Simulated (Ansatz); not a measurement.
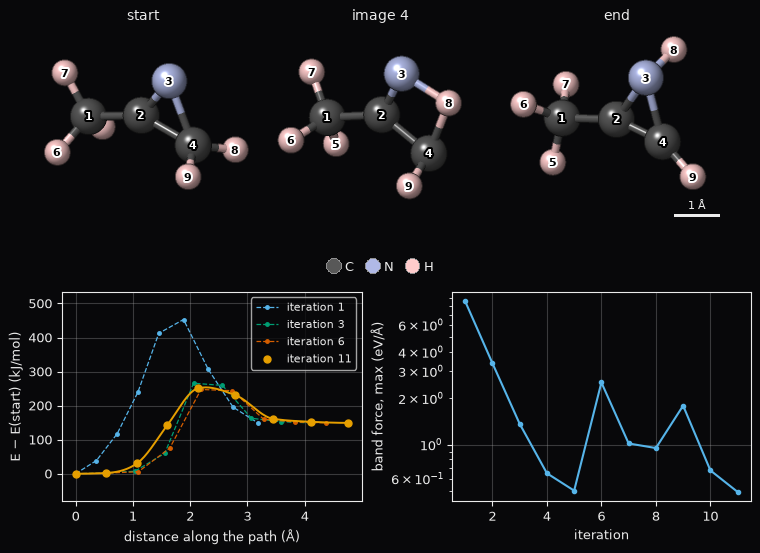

NEB run on C3H5N. Images are numbered from 0 (start) to 8 (end). The plot follows the band through its iterations. Style: ball-and-stick. Shown at a tilt.

Level of theory: RKS PBE-D4/def2-SVP in Ansatz 0.2.0. Settings: 7 movable images; climbing image; force threshold 0.5 eV/Å; iteration limit 60; starting path through a guess of the saddle point.

Judge this run.

Answer. The run met only a loose threshold, so the barrier can't be trusted yet. The band converged in 11 iterations. The largest component of the band force went from 8.5 to 0.49 eV/Å. The climbing image converged on the top of the path. Its curvatures weren't checked. The force threshold is so loose that the height of the top is at best an upper bound. The first iteration put the highest image at 452.9 kJ/mol. The energy climbs by 250.7 kJ/mol to image 4 and then falls by 101.3 kJ/mol, so the end point sits at +149.3 kJ/mol.
